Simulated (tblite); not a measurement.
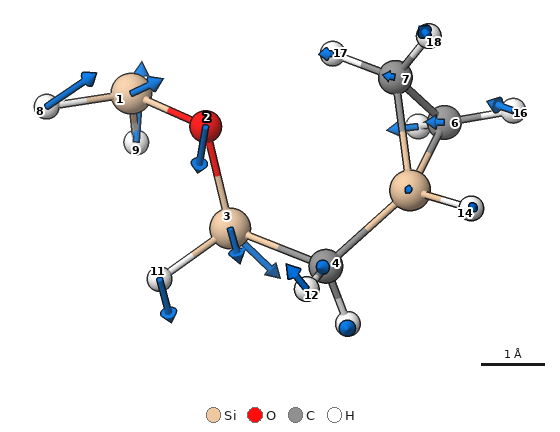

A relaxation of C₃H₁₁OSi₃ (multiplicity 2). The starting structure is drawn; blue arrows show the displacements, at their true length. The two geometries are superimposed by the best rigid fit.

The picture is a ball-and-stick view, seen at a tilt.

All numbers below come from GFN2-xTB geometry optimisation, gas phase in tblite. 

**What did the optimiser do to the structure, and how much energy did it gain?**

The largest move after the best rigid fit is that of an H atom, 1.32 Å. Largest moves by element: H 1.32 Å, O 1.10 Å, Si 0.69 Å, C 0.34 Å. Some distances before and after: Si–Si 2.773 → 3.233 Å, O–Si 1.721 → 1.612 Å, O–Si 1.702 → 1.625 Å, C–Si 1.826 → 1.892 Å. Among the angles between lasting bonds that change: Si–O–Si 108.2° → 173.8°, H–Si–H 106.8° → 116.6°, Si–C–H 113.1° → 121.3°. Groups turn about C–Si by about 35°. Over 131 geometry steps the energy falls by 23.8 kcal/mol.
